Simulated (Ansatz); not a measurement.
CH$_{3}$ClNSi: several calculations on one system

**1. Relaxation**

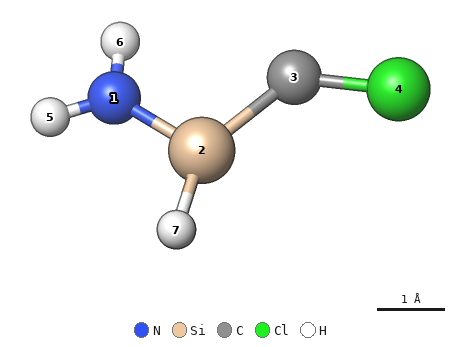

This is the input geometry for a relaxation of CH3ClNSi (charge +1). Style: ball-and-stick. Shown at a tilt.

The run prepares an end point of a later path (torsion) calculation, from a guessed geometry.

All numbers below come from RKS B3LYP/def2-SVP (Ansatz 0.2.0).

The input:
```yaml
crystal:
  periodic: [false, false, false]
  atoms:
    - { symbol: "N", position_ang: [-0.52523, 1.11754, -0.25807] }
    - { symbol: Si, position_ang: [0.50332, -0.01436, 0.42595] }
    - { symbol: C, position_ang: [-0.11158, -1.58689, -0.36514] }
    - { symbol: Cl, position_ang: [0.44117, -3.08049, -0.14612] }
    - { symbol: H, position_ang: [-0.50885, 2.11248, -0.08195] }
    - { symbol: H, position_ang: [-1.25486, 0.86364, -0.91559] }
    - { symbol: H, position_ang: [1.45602, 0.58809, 1.34093] }
total_charge: 1
basis:
  gaussian: { orbitals: def2-SVP }
hamiltonian:
  xc: b3lyp
relax:
  f_tol: 0.015
  max_steps: 40
output:
  orbitals: {}
```

Run as
```bash
ansatz run input.yaml --threads 1 --pin off --max-ram 2048MiB --backend cpu --events-out ev --progress --plain --runs-dir out
```

### What does the optimiser find from here?

Over 5 geometry steps the energy falls by 1.94 kcal/mol. The largest force component goes from 0.99 to 0.014 eV/Å. The largest move after the best rigid fit is that of Cl4, 0.18 Å. Largest moves by element: Cl 0.18 Å, C 0.11 Å, H 0.10 Å, Si 0.09 Å, N 0.05 Å. Near-neighbour distances that change, for instance: Si2–C3 1.865 → 1.919 Å, C3–Cl4 1.608 → 1.653 Å, Si2–H7 1.452 → 1.487 Å, N1–Si2 1.675 → 1.661 Å. Bond angles that change, for instance: Si2–C3–Cl4 127.8° → 119.3°, C3–Si2–H7 146.5° → 141.0°, N1–Si2–C3 101.2° → 105.3°. The run took roughly 18 core-seconds on a shared host.

The structure at the end:

```xyz
7

N    -0.5394    1.1645   -0.2608
Si    0.4381   -0.0218    0.3689
C    -0.1752   -1.6580   -0.4233
Cl    0.5778   -3.0776   -0.0345
H    -0.4746    2.1615   -0.0457
H    -1.2831    0.9422   -0.9289
H     1.4563    0.4892    1.3244
```

The end point in the same view:

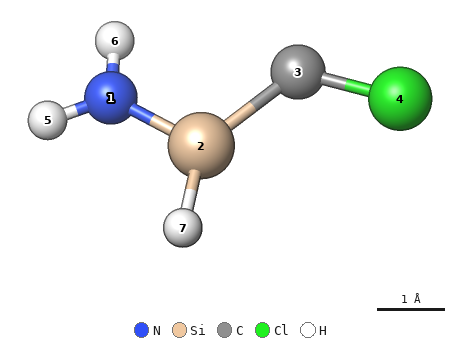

**2. Relaxation**

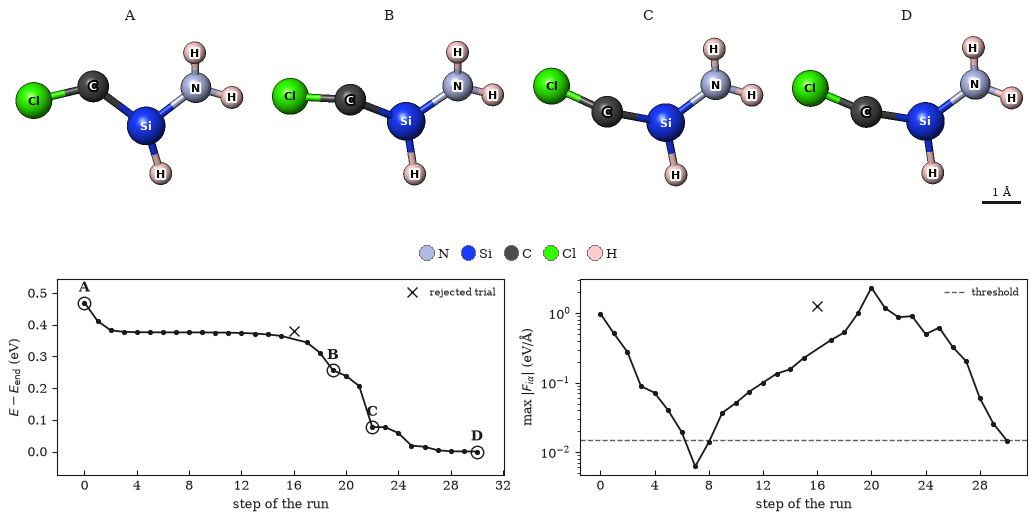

Frames of a relaxation of CH3ClNSi (charge +1), marked on the history of the run. Style: ball-and-stick. Shown at a tilt.

The run prepares an end point of a later path (torsion) calculation, from a guessed geometry.

These are results of RKS B3LYP/def2-SVP (Ansatz 0.2.0), not measurements. (no spin polarisation; force threshold 0.015 eV/Å; at most 40 steps)

Question: What happens along the run?

Answer: The energy falls by 0.470 eV in 29 accepted moves (30 points after the start). The largest force component goes from 0.99 to 0.015 eV/Å. The line search rejected the trial step at point 16 of the run. The forces were under the threshold at step 7, but the run went on from there. The atom that moves furthest after the best rigid fit is the C atom (0.68 Å). By element the largest moves are C 0.68 Å, Cl 0.32 Å, H 0.21 Å, Si 0.16 Å, N 0.11 Å. Among the contacts that change: C–Si 1.865 → 1.772 Å, H–Si 1.452 → 1.470 Å, C–Cl 1.608 → 1.599 Å, H–N 1.011 → 1.019 Å. Bond angles that change, for instance: C–Si–H 146.5° → 114.2°, Si–C–Cl 127.8° → 151.2°, N–Si–C 101.2° → 121.6°. Groups turn about C–Si by about 95°. From step 0 to 19: the C atom moves most (0.47 Å), energy −0.213 eV. From step 19 to 22: the C atom moves most (0.32 Å), energy −0.179 eV. From step 22 to 30: an H atom moves most (0.23 Å), energy −0.077 eV.

```
step  E − E(0), eV  largest force component, eV/Å      note
   0        0.0000                         0.9883          
   1       -0.0580                         0.5113          
   2       -0.0873                         0.2756          
   3       -0.0923                         0.0889          
   4       -0.0933                         0.0716          
   5       -0.0938                         0.0400          
   6       -0.0939                         0.0195          
   7       -0.0940                         0.0062          
   8       -0.0940                         0.0138          
   9       -0.0941                         0.0368          
  10       -0.0944                         0.0509          
  11       -0.0949                         0.0743          
  12       -0.0958                         0.1000          
  13       -0.0976                         0.1344          
  14       -0.1005                         0.1556          
  15       -0.1048                         0.2258          
  16       -0.0895                         1.2576  rejected
  17       -0.1256                         0.4081          
  18       -0.1580                         0.5278          
  19       -0.2133                         0.9905          
  21       -0.2629                         1.1922          
  22       -0.3923                         0.8737          
  23       -0.3931                         0.9081          
  24       -0.4114                         0.4985          
  25       -0.4512                         0.6197          
  26       -0.4546                         0.3259          
  27       -0.4657                         0.2023          
  28       -0.4690                         0.0599          
  29       -0.4695                         0.0257          
  30       -0.4697                         0.0147
```

**3. Path**

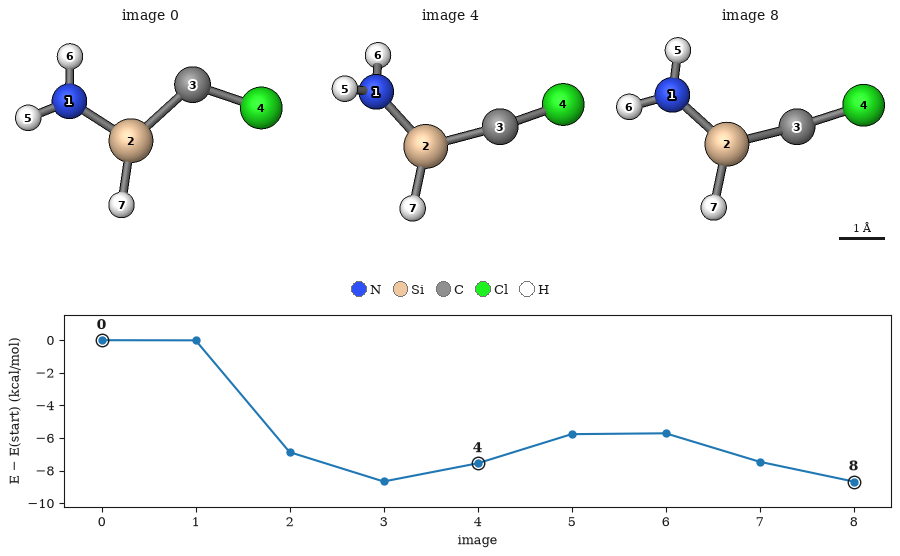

A nudged-elastic-band calculation for CH3ClNSi (charge +1). Images are numbered from 0 (start) to 8 (end). Style: ball-and-stick. Shown face on.

Method: RKS B3LYP/def2-SVP in Ansatz 0.2.0. Set-up: 7 movable images; climbing image; force threshold 0.05 eV/Å; iteration limit 58; starting path through a guess of the saddle point.

What happens along the path, and what is the barrier?

Relative to the start the highest point is image 0 at 0.0 kcal/mol and the end lies at −8.7 kcal/mol, but the profile dips to −8.7 kcal/mol at image 3 on the way, so there is an intermediate minimum on the way. The motion is an in-plane inversion: the angle Si2–C3–Cl4 opens from 119° to 173° on the way and closes on the other side (151° at the end). No bond forms or breaks between the ends. The band converged in 23 iterations. The largest component of the band force went from 14 to 0.031 eV/Å.

The run took roughly 7 core-minutes on a shared host.
